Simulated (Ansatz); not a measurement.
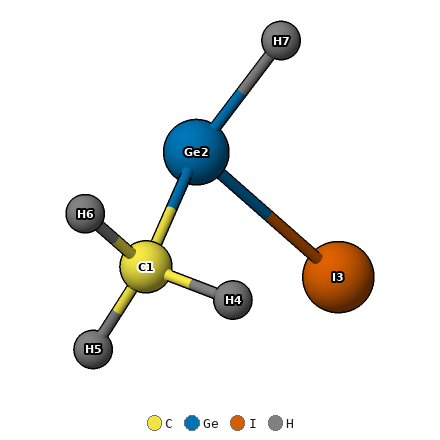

The system is CH₄GeI, SMILES [CH3][GeH][I], spin multiplicity 2; the picture shows the reference structure. Coordinates scanned: (1) umbrella angle at Ge2 (between each of its bonds and their common axis; 90 is planar); (2) change of the bonds Ge2–C1, Ge2–I3, Ge2–H7, all alike. Nothing is relaxed (all other coordinates rigid). The grid has 11 × 11 points. Points are written as (first, second). Energies: kcal/mol, counted from the lowest grid point. Energies and slopes of some neighbouring points disagree (a jump in structure or state, or too coarse a mesh). Computed with Ansatz, UKS PBE-D4/def2-SVP.

Its coordinates:

```xyz
7

C    -0.8029    0.3877   -0.2681
Ge    0.7284   -0.8709   -0.2312
I     1.4002   -1.2407    2.2095
H    -0.4903    1.3440    0.1975
H    -1.6585   -0.0332    0.2920
H    -1.0990    0.5681   -1.3206
H     1.9835   -0.2231   -0.9248
```

Range: umbrella angle at Ge2 (between each of its bonds and their common axis; 90 is planar) from 57.2 to 122.8°; change of the bonds Ge2–C1, Ge2–I3, Ge2–H7, all alike from −0.224 to 0.346 Å.

> Predict the map.

The lowest grid point is at (109.7°, 0.004 Å). Other grid points that lie below all their neighbours: (70.3°, 0.004 Å) (0.8 kcal/mol higher). The highest grid point, (57.2°, −0.224 Å), lies 52.8 kcal/mol above the lowest.

```
second ↓, first →  57.2  63.7  70.3  76.9  83.4  90.0  96.6  103.1  109.7  116.3  122.8
            0.346  33.7  30.6  30.7  34.2  40.7  48.2  40.7   34.1   30.5   30.3   33.2
            0.289  27.2  23.5  23.4  27.0  34.0  43.7  34.0   26.8   23.1   23.0   26.5
            0.232  21.3  16.9  16.6  20.2  27.6  36.2  27.5   20.1   16.3   16.4   20.5
            0.175  16.3  11.2  10.6  14.2  21.6  28.6  21.5   14.0   10.1   10.5   15.3
            0.118  12.6   6.6   5.6   9.1  16.3  22.0  16.1    8.8    5.1    5.8   11.4
            0.061  10.7   3.7   2.2   5.4  12.1  16.9  11.9    5.0    1.5    2.7    9.2
            0.004  11.0   2.9   0.8   3.7   9.8  13.7   9.5    3.2    0.0    1.7    9.2
           −0.053  14.4   5.1   2.2   4.6  10.0  13.2   9.6    3.9    1.2    3.6   12.2
           −0.110  21.8  11.0   7.3   9.0  13.6  16.3  13.2    8.1    6.0    9.2   19.1
           −0.167  34.1  21.7  16.9  17.9  21.8  23.9  21.2   16.9   15.4   19.5   30.9
           −0.224  52.8  38.5  32.6  32.7  35.7  37.4  35.0   31.4   30.7   35.8   49.0
```

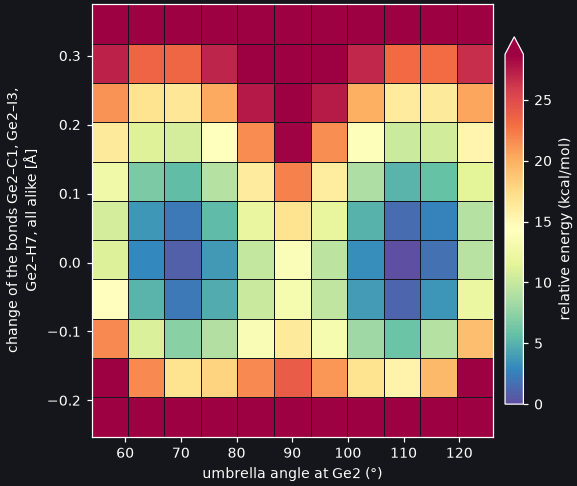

Drawn: one coloured cell a grid point, one colour for all values above the top of the scale.

Time for the 121 points that were run: 25 min on 1 thread of Arm Neoverse N1 (shared host).
